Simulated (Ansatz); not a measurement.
The figure comes from a scan of HfO$_{2}$ (baddeleyite type, space group P2_1/c): the cell is scaled evenly about its relaxed volume V₀. All values below come from PBE (plane waves to 420 eV, PAW, scalar-relativistic; Ansatz, a program for electronic structure). k mesh 5×5×5 (Γ-centred), Fermi-Dirac smearing 0.05 eV. Stress and pressure are positive under compression. The relaxing atoms change the space group within the scan (C2/c at V/V₀ = 1.160), so nothing is fitted. HfO2 is run without spin polarisation. HfO2 was relaxed with its symmetry unable to fall. Spin-orbit coupling is left out, though Hf is heavy. The PAW data are Ansatz's earlier set. 

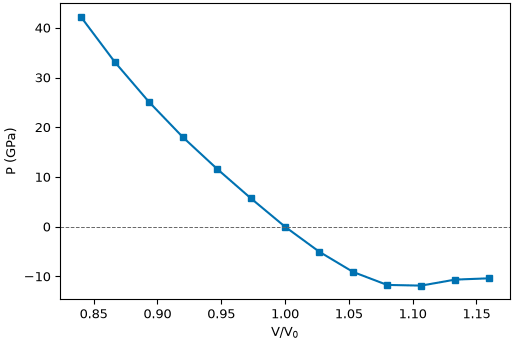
Figure. P (GPa) against V/V₀; one marker a computed point.

**Question.** Turn the plot into a table (rounded to what can be read).

**Answer.** To the nearest 1:

| V/V₀ | P (GPa) |
|---|---|
| 0.840 | 42 |
| 0.867 | 33 |
| 0.893 | 25 |
| 0.920 | 18 |
| 0.947 | 12 |
| 0.973 | 6 |
| 1.000 | 0 |
| 1.027 | -5 |
| 1.053 | -9 |
| 1.080 | -12 |
| 1.107 | -12 |
| 1.133 | -11 |
| 1.160 | -10 |

(A scan under strain: stresses follow from slopes of the energy per volume, elastic moduli from its curvatures.)
